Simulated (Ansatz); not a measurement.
```xyz
41

Ga   -2.2988   -3.0486    3.4776
Ga    1.1400   -3.1890    0.1881
Ga   -1.9042    2.8350   -2.9739
Ga    1.3894   -0.1266   -2.9103
Ga   -1.5018   -0.3015   -0.0449
Ga    1.3613   -0.2066    2.9076
Ga    1.2407    2.7544    0.1347
Ga    4.3056   -0.0966   -0.0279
As   -2.9239   -1.7922    1.3212
As   -2.9705    1.1733   -1.4374
As    0.0189   -1.5779   -1.4515
As   -0.1433   -1.8618    4.0553
As    2.6283   -1.4844    1.2481
As   -0.2792    1.3500   -4.1234
As   -0.3936    3.9763   -1.3631
As    2.5896    1.2990   -1.3112
As   -0.1490    1.1379    1.4014
H    -3.3916   -2.5517    4.4909
H    -1.9393   -4.4894    2.9750
H     1.9376   -4.2461   -0.6538
H    -0.0548   -3.4926    1.1889
H    -2.8879    3.7042   -3.8284
H     2.2346   -0.8699   -4.0052
H     2.0474    0.7562    3.9444
H     1.9774    3.8212    1.0209
H     4.9641   -1.0122   -1.1239
H     4.9919    0.8972    0.9791
H    -3.5172   -2.7472    0.2907
H    -4.1822   -0.9564    1.5450
H    -3.9358    0.3174   -2.2484
H    -3.9977    1.8907   -0.5693
H    -0.9423   -2.3340   -2.3676
H     0.8216   -2.9726    4.4554
H    -0.3477   -1.2840    5.4532
H     3.4979   -2.3255    2.1816
H    -1.0818    0.5522   -5.1457
H     0.4512    2.2559   -5.1086
H     0.3578    5.0166   -2.1859
H    -1.2586    4.9429   -0.5613
H     3.3524    2.2854   -2.1925
H    -1.1410    1.9436    2.2367
```

Geometry: PBE-D4/def2-SVP.

Method: Ansatz 0.2.0, RKS PBE0-D4/def2-TZVP.

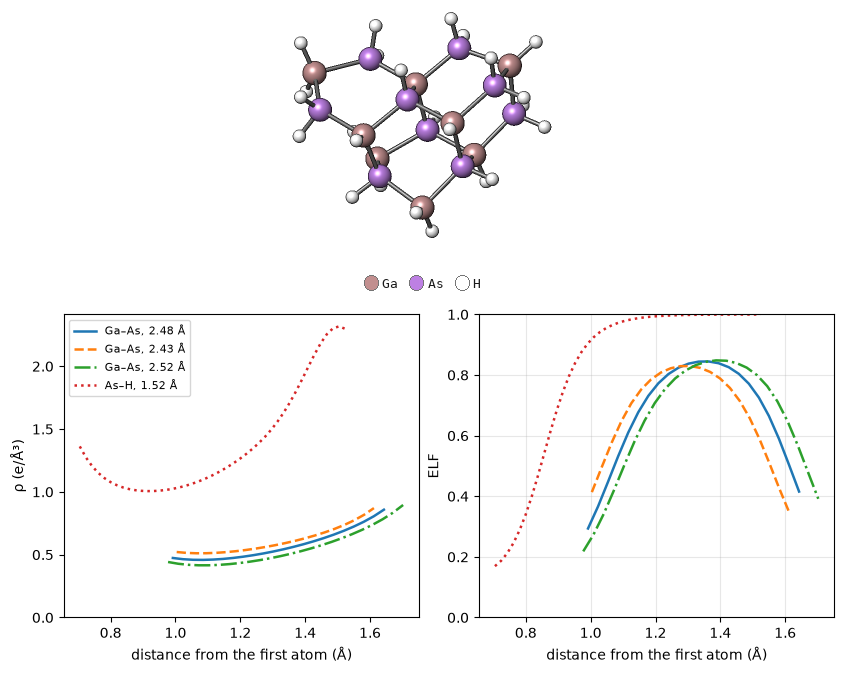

As9Ga8H24 (Ga8As9 zinc blende off sphere) (charge +1). Electron density and electron localisation function along straight lines between neighbouring atoms. The curves leave out the atomic cores. The structure is drawn too.

**Compare the contacts.**

Ga–As (2.48 Å): ρ at the midpoint is about 0.5 e/Å³; the ELF peaks at about 0.85 between the atoms; localised, covalent bonding.
Ga–As (2.43 Å): ρ is about 0.54 e/Å³ halfway; the ELF peaks at about 0.85 between the atoms: a shared electron pair.
Ga–As (2.52 Å): the density is about 0.46 e/Å³ at the midpoint; the ELF peaks at about 0.85 between the atoms (a covalent bond).
As–H (1.52 Å): ρ at the midpoint is about 1.2 e/Å³; the ELF climbs to about 1 towards the hydrogen, as it does in any bond to H.
